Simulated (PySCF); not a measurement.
# Single-point calculation, with input and output: Sn2 (part 1 of 2)

Sn2, multiplicity 3, computed with UHF/sbkjc, mp2 (PySCF 2.14.0).

The run did not end well.

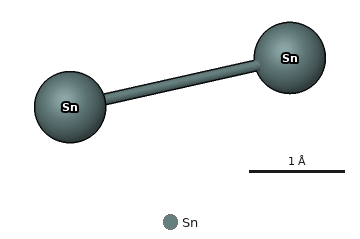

**Figure 1.** The input geometry (ball-and-stick view, seen at a tilt). Sticks mark near contacts.

## Outcome

- outcome: not converged
- SCF energy: −6.454714 hartree
- ⟨S²⟩: 2.005
- dipole moment: 0.00 D
- hardware: 1 CPU thread, shared host
- wall time: 0.73 s

The run did not converge. Its last values are not results. The SCF reached its limit of 50 cycles, and the later steps ran on the unconverged orbitals.

## Input file
```python
from pyscf import gto, scf, mp

mol = gto.M(
    atom='Sn 0 0 0; Sn 0 0 2.565',
    basis='sbkjc',
    ecp={'Sn': 'sbkjc'},
    charge=0,
    spin=2,
    symmetry=True,
    verbose=4,
)
mf = scf.UHF(mol)
mf.init_guess = 'mod_huckel'
mf.kernel()
mp.MP2(mf).kernel()
mf.dip_moment()
print('orbital energies (hartree):', [e[max(0, n-3):n+3].round(4) for e, n in zip(mf.mo_energy, mol.nelec)])
```

Launched with:
```bash
OMP_NUM_THREADS=1 python input.py
```

## Output
```
PySCF version 2.14.0

[INPUT] verbose = 4
[INPUT] num. atoms = 2
[INPUT] num. electrons = 8
[INPUT] charge = 0
[INPUT] spin (= nelec alpha-beta = 2S) = 2
[INPUT] symmetry True subgroup None
[INPUT] Mole.unit = angstrom
[INPUT] Symbol           X                Y                Z      unit          X                Y                Z       unit  Magmom
[INPUT]  1 Sn     0.000000000000   0.000000000000   0.000000000000 AA    0.000000000000   0.000000000000   0.000000000000 Bohr   0.0
[INPUT]  2 Sn     0.000000000000   0.000000000000   2.565000000000 AA    0.000000000000   0.000000000000   4.847147509509 Bohr   0.0

nuclear repulsion = 3.30091047747368
point group symmetry = Dooh
symmetry origin: [0.         0.         2.42357375]
symmetry axis x: [1. 0. 0.]
symmetry axis y: [0. 1. 0.]
symmetry axis z: [0. 0. 1.]
num. orbitals of irrep A1g = 4
num. orbitals of irrep E1gx = 2
num. orbitals of irrep E1gy = 2
num. orbitals of irrep A1u = 4
num. orbitals of irrep E1uy = 2
num. orbitals of irrep E1ux = 2
number of shells = 8
number of NR pGTOs = 40
number of NR cGTOs = 16
basis = sbkjc
ecp = {'Sn': 'sbkjc'}

******** <class 'pyscf.scf.uhf_symm.SymAdaptedUHF'> ********
method = SymAdaptedUHF
initial guess = mod_huckel
damping factor = 0
level_shift factor = 0
DIIS = <class 'pyscf.scf.diis.CDIIS'>
diis_start_cycle = 1
diis_space = 8
diis_damp = 0
SCF conv_tol = 1e-09
SCF conv_tol_grad = None
SCF max_cycles = 50
direct_scf = True
direct_scf_tol = 1e-13
number electrons alpha = 5  beta = 3
Freeze 0 electrons in irreps []
    8 free electrons in irreps A1g E1gx E1gy A1u E1uy E1ux
Set gradient conv threshold to 3.16228e-05
Initial guess from on-the-fly Huckel, doi:10.1021/acs.jctc.8b01089,
employing the updated GWH rule from doi:10.1021/ja00480a005.
Spherically averaged atomic HF for {'Sn'}

******** <class 'pyscf.scf.atom_hf.AtomSphAverageRHF'> ********
method = AtomSphAverageRHF
initial guess = minao
damping factor = 0
level_shift factor = 0
DIIS = <class 'pyscf.scf.diis.CDIIS'>
diis_start_cycle = 1
diis_space = 8
diis_damp = 0
SCF conv_tol = 1e-09
SCF conv_tol_grad = None
SCF max_cycles = 50
direct_scf = True
direct_scf_tol = 1e-13
atom = Sn
Set gradient conv threshold to 3.16228e-05
Initial guess from minao.
init E= -2.98227688639445
cycle= 1 E= -3.07835255810286  delta_E= -0.0961  |g|=    0  |ddm|= 1.16
cycle= 2 E= -3.07918773788797  delta_E= -0.000835  |g|=    0  |ddm|= 0.0884
cycle= 3 E= -3.07919915781801  delta_E= -1.14e-05  |g|=    0  |ddm|= 0.0106
cycle= 4 E= -3.07919928323803  delta_E= -1.25e-07  |g|=    0  |ddm|= 0.00136
cycle= 5 E= -3.07919928323933  delta_E= -1.3e-12  |g|=    0  |ddm|= 2.21e-06
Extra cycle  E= -3.07919928323963  delta_E= -2.96e-13  |g|=    0  |ddm|= 1.81e-06
Atomic HF for atom  Sn  converged. SCF energy = -3.07919928323963

alpha HOMO (E1gx) = -0.0489696646474576  LUMO (E1gy) = -0.0489696646474576
beta  HOMO (E1uy) = -0.10679206192547  LUMO (E1ux) = -0.106792061925469

WARN: HOMO -0.0489696646474576 >= LUMO -0.106792061925469

init E= -6.35850101446757
alpha HOMO (E1gx) = -0.258578672959813  LUMO (E1gx) = -0.258578672959813
beta  HOMO (E1uy) = -0.294088588715733  LUMO (E1uy) = -0.294088588715733

WARN: HOMO -0.258578672959813 >= LUMO -0.294088588715733

WARN: alpha-E1gx HOMO -0.258578672959813 > system LUMO -0.294088588715733

WARN: beta-E1uy HOMO -0.294088588715733 > system LUMO -0.294088588715733

cycle= 1 E= -6.45352264893953  delta_E= -0.095  |g|= 0.0284  |ddm|= 0.885
alpha HOMO (E1gx) = -0.217734741939259  LUMO (E1gx) = -0.217734741939259
beta  HOMO (E1uy) = -0.23856824469434  LUMO (E1uy) = -0.23856824469434

WARN: HOMO -0.217734741939259 >= LUMO -0.23856824469434

WARN: alpha-E1gx HOMO -0.217734741939259 > system LUMO -0.23856824469434

WARN: beta-E1uy HOMO -0.23856824469434 > system LUMO -0.23856824469434

cycle= 2 E= -6.45422249775805  delta_E= -0.0007  |g|= 0.02  |ddm|= 0.119
alpha HOMO (E1gx) = -0.21717956683589  LUMO (E1gx) = -0.21717956683589
beta  HOMO (E1uy) = -0.238870739937462  LUMO (E1uy) = -0.238870739937462

WARN: HOMO -0.21717956683589 >= LUMO -0.238870739937462

WARN: alpha-E1gx HOMO -0.21717956683589 > system LUMO -0.238870739937462

WARN: beta-E1uy HOMO -0.238870739937462 > system LUMO -0.238870739937462

cycle= 3 E= -6.45441706152165  delta_E= -0.000195  |g|= 0.018  |ddm|= 0.0417
alpha HOMO (E1gx) = -0.216141165835047  LUMO (E1gx) = -0.216141165835047
beta  HOMO (E1uy) = -0.237554380816885  LUMO (E1uy) = -0.237554380816885

WARN: HOMO -0.216141165835047 >= LUMO -0.237554380816885

WARN: alpha-E1gx HOMO -0.216141165835047 > system LUMO -0.237554380816885

WARN: beta-E1uy HOMO -0.237554380816885 > system LUMO -0.237554380816885

cycle= 4 E= -6.45451973070223  delta_E= -0.000103  |g|= 0.0169  |ddm|= 0.0257
alpha HOMO (E1gx) = -0.216592565730616  LUMO (E1gx) = -0.216592565730616
beta  HOMO (E1uy) = -0.237660280802664  LUMO (E1uy) = -0.237660280802664

WARN: HOMO -0.216592565730616 >= LUMO -0.237660280802664

WARN: alpha-E1gx HOMO -0.216592565730616 > system LUMO -0.237660280802664

WARN: beta-E1uy HOMO -0.237660280802664 > system LUMO -0.237660280802664

cycle= 5 E= -6.45454385342329  delta_E= -2.41e-05  |g|= 0.0166  |ddm|= 0.00912
alpha HOMO (E1gx) = -0.216575123805873  LUMO (E1gx) = -0.216575123805873
beta  HOMO (E1uy) = -0.237076671038135  LUMO (E1uy) = -0.237076671038135

WARN: HOMO -0.216575123805873 >= LUMO -0.237076671038135

WARN: alpha-E1gx HOMO -0.216575123805873 > system LUMO -0.237076671038135

WARN: beta-E1uy HOMO -0.237076671038135 > system LUMO -0.237076671038135

cycle= 6 E= -6.45453643203984  delta_E= 7.42e-06  |g|= 0.0167  |ddm|= 0.0107
alpha HOMO (E1gx) = -0.216432895567259  LUMO (E1gx) = -0.216432895567259
beta  HOMO (E1uy) = -0.236413334790985  LUMO (E1uy) = -0.236413334790985

WARN: HOMO -0.216432895567259 >= LUMO -0.236413334790985

WARN: alpha-E1gx HOMO -0.216432895567259 > system LUMO -0.236413334790985

WARN: beta-E1uy HOMO -0.236413334790985 > system LUMO -0.236413334790985

cycle= 7 E= -6.45459026409443  delta_E= -5.38e-05  |g|= 0.0163  |ddm|= 0.016
alpha HOMO (E1gx) = -0.216600966587618  LUMO (E1gx) = -0.216600966587618
beta  HOMO (E1uy) = -0.235748247587038  LUMO (E1uy) = -0.235748247587038

WARN: HOMO -0.216600966587618 >= LUMO -0.235748247587038

WARN: alpha-E1gx HOMO -0.216600966587618 > system LUMO -0.235748247587038

WARN: beta-E1uy HOMO -0.235748247587038 > system LUMO -0.235748247587038

cycle= 8 E= -6.45462907428364  delta_E= -3.88e-05  |g|= 0.016  |ddm|= 0.0186
alpha HOMO (E1gx) = -0.216356374413587  LUMO (E1gx) = -0.216356374413587
beta  HOMO (E1uy) = -0.236189548931246  LUMO (E1uy) = -0.236189548931246

WARN: HOMO -0.216356374413587 >= LUMO -0.236189548931246

WARN: alpha-E1gx HOMO -0.216356374413587 > system LUMO -0.236189548931246

WARN: beta-E1uy HOMO -0.236189548931246 > system LUMO -0.236189548931246

cycle= 9 E= -6.45463818656049  delta_E= -9.11e-06  |g|= 0.0158  |ddm|= 0.00824
alpha HOMO (E1gx) = -0.216030911380504  LUMO (E1gx) = -0.216030911380504
beta  HOMO (E1uy) = -0.23547942554634  LUMO (E1uy) = -0.23547942554634

WARN: HOMO -0.216030911380504 >= LUMO -0.23547942554634

WARN: alpha-E1gx HOMO -0.216030911380504 > system LUMO -0.23547942554634

WARN: beta-E1uy HOMO -0.23547942554634 > system LUMO -0.23547942554634

cycle= 10 E= -6.45464380675998  delta_E= -5.62e-06  |g|= 0.0158  |ddm|= 0.00678
alpha HOMO (E1gx) = -0.216378864823864  LUMO (E1gx) = -0.216378864823864
beta  HOMO (E1uy) = -0.236518499074822  LUMO (E1uy) = -0.236518499074822

WARN: HOMO -0.216378864823864 >= LUMO -0.236518499074822

WARN: alpha-E1gx HOMO -0.216378864823864 > system LUMO -0.236518499074822

WARN: beta-E1uy HOMO -0.236518499074822 > system LUMO -0.236518499074822

cycle= 11 E= -6.45464630090936  delta_E= -2.49e-06  |g|= 0.0157  |ddm|= 0.0018
alpha HOMO (E1gx) = -0.216409863842862  LUMO (E1gx) = -0.216409863842862
beta  HOMO (E1uy) = -0.236554204886587  LUMO (E1uy) = -0.236554204886587

WARN: HOMO -0.216409863842862 >= LUMO -0.236554204886587

WARN: alpha-E1gx HOMO -0.216409863842862 > system LUMO -0.236554204886587

WARN: beta-E1uy HOMO -0.236554204886587 > system LUMO -0.236554204886587

cycle= 12 E= -6.45464026661764  delta_E= 6.03e-06  |g|= 0.0158  |ddm|= 0.00213
alpha HOMO (E1gx) = -0.216410320488096  LUMO (E1gx) = -0.216410320488096
beta  HOMO (E1uy) = -0.236501510419413  LUMO (E1uy) = -0.236501510419413

WARN: HOMO -0.216410320488096 >= LUMO -0.236501510419413

WARN: alpha-E1gx HOMO -0.216410320488096 > system LUMO -0.236501510419413

WARN: beta-E1uy HOMO -0.236501510419413 > system LUMO -0.236501510419413

cycle= 13 E= -6.45463738288825  delta_E= 2.88e-06  |g|= 0.0159  |ddm|= 0.0135
alpha HOMO (E1gx) = -0.216161829513761  LUMO (E1gx) = -0.216161829513761
beta  HOMO (E1uy) = -0.236482438298081  LUMO (E1uy) = -0.236482438298081

WARN: HOMO -0.216161829513761 >= LUMO -0.236482438298081

WARN: alpha-E1gx HOMO -0.216161829513761 > system LUMO -0.236482438298081

WARN: beta-E1uy HOMO -0.236482438298081 > system LUMO -0.236482438298081

cycle= 14 E= -6.45464305272723  delta_E= -5.67e-06  |g|= 0.0157  |ddm|= 0.00849
alpha HOMO (E1gx) = -0.216364334794329  LUMO (E1gx) = -0.216364334794329
beta  HOMO (E1uy) = -0.236490360182419  LUMO (E1uy) = -0.236490360182419

WARN: HOMO -0.216364334794329 >= LUMO -0.236490360182419

WARN: alpha-E1gx HOMO -0.216364334794329 > system LUMO -0.236490360182419

WARN: beta-E1uy HOMO -0.236490360182419 > system LUMO -0.236490360182419

cycle= 15 E= -6.45465194606193  delta_E= -8.89e-06  |g|= 0.0157  |ddm|= 0.00478
alpha HOMO (E1gx) = -0.216436334719622  LUMO (E1gx) = -0.216436334719622
beta  HOMO (E1uy) = -0.237079761752314  LUMO (E1uy) = -0.237079761752314

WARN: HOMO -0.216436334719622 >= LUMO -0.237079761752314

WARN: alpha-E1gx HOMO -0.216436334719622 > system LUMO -0.237079761752314

WARN: beta-E1uy HOMO -0.237079761752314 > system LUMO -0.237079761752314

cycle= 16 E= -6.45462173583512  delta_E= 3.02e-05  |g|= 0.0159  |ddm|= 0.0116
alpha HOMO (E1gx) = -0.216343356483766  LUMO (E1gx) = -0.216343356483766
beta  HOMO (E1uy) = -0.236555628266646  LUMO (E1uy) = -0.236555628266646

WARN: HOMO -0.216343356483766 >= LUMO -0.236555628266646

WARN: alpha-E1gx HOMO -0.216343356483766 > system LUMO -0.236555628266646

WARN: beta-E1uy HOMO -0.236555628266646 > system LUMO -0.236555628266646

cycle= 17 E= -6.45464884389724  delta_E= -2.71e-05  |g|= 0.0157  |ddm|= 0.00957
alpha HOMO (E1gx) = -0.21672721031827  LUMO (E1gx) = -0.21672721031827
beta  HOMO (E1uy) = -0.236586242955014  LUMO (E1uy) = -0.236586242955014

WARN: HOMO -0.21672721031827 >= LUMO -0.236586242955014

WARN: alpha-E1gx HOMO -0.21672721031827 > system LUMO -0.236586242955014

WARN: beta-E1uy HOMO -0.236586242955014 > system LUMO -0.236586242955014

cycle= 18 E= -6.45463490048953  delta_E= 1.39e-05  |g|= 0.0159  |ddm|= 0.00852
alpha HOMO (E1gx) = -0.216435585192735  LUMO (E1gx) = -0.216435585192735
beta  HOMO (E1uy) = -0.236589673862812  LUMO (E1uy) = -0.236589673862812

WARN: HOMO -0.216435585192735 >= LUMO -0.236589673862812

WARN: alpha-E1gx HOMO -0.216435585192735 > system LUMO -0.236589673862812

WARN: beta-E1uy HOMO -0.236589673862812 > system LUMO -0.236589673862812

cycle= 19 E= -6.45464245072984  delta_E= -7.55e-06  |g|= 0.0158  |ddm|= 0.00772
alpha HOMO (E1gx) = -0.216359583943386  LUMO (E1gx) = -0.216359583943386
beta  HOMO (E1uy) = -0.236949557120893  LUMO (E1uy) = -0.236949557120893

WARN: HOMO -0.216359583943386 >= LUMO -0.236949557120893

WARN: alpha-E1gx HOMO -0.216359583943386 > system LUMO -0.236949557120893

WARN: beta-E1uy HOMO -0.236949557120893 > system LUMO -0.236949557120893

cycle= 20 E= -6.45465808096794  delta_E= -1.56e-05  |g|= 0.0155  |ddm|= 0.015
alpha HOMO (E1gx) = -0.216612075930586  LUMO (E1gx) = -0.216612075930586
beta  HOMO (E1uy) = -0.237076975849824  LUMO (E1uy) = -0.237076975849824

WARN: HOMO -0.216612075930586 >= LUMO -0.237076975849824

WARN: alpha-E1gx HOMO -0.216612075930586 > system LUMO -0.237076975849824

WARN: beta-E1uy HOMO -0.237076975849824 > system LUMO -0.237076975849824

cycle= 21 E= -6.45464669304391  delta_E= 1.14e-05  |g|= 0.0157  |ddm|= 0.00585
alpha HOMO (E1gx) = -0.216527701570307  LUMO (E1gx) = -0.216527701570307
beta  HOMO (E1uy) = -0.237118209744009  LUMO (E1uy) = -0.237118209744009

WARN: HOMO -0.216527701570307 >= LUMO -0.237118209744009

WARN: alpha-E1gx HOMO -0.216527701570307 > system LUMO -0.237118209744009

WARN: beta-E1uy HOMO -0.237118209744009 > system LUMO -0.237118209744009

cycle= 22 E= -6.45464026529421  delta_E= 6.43e-06  |g|= 0.0158  |ddm|= 0.00986
alpha HOMO (E1gx) = -0.216166048456468  LUMO (E1gx) = -0.216166048456468
beta  HOMO (E1uy) = -0.237070161167491  LUMO (E1uy) = -0.237070161167491

WARN: HOMO -0.216166048456468 >= LUMO -0.237070161167491

WARN: alpha-E1gx HOMO -0.216166048456468 > system LUMO -0.237070161167491

WARN: beta-E1uy HOMO -0.237070161167491 > system LUMO -0.237070161167491
```
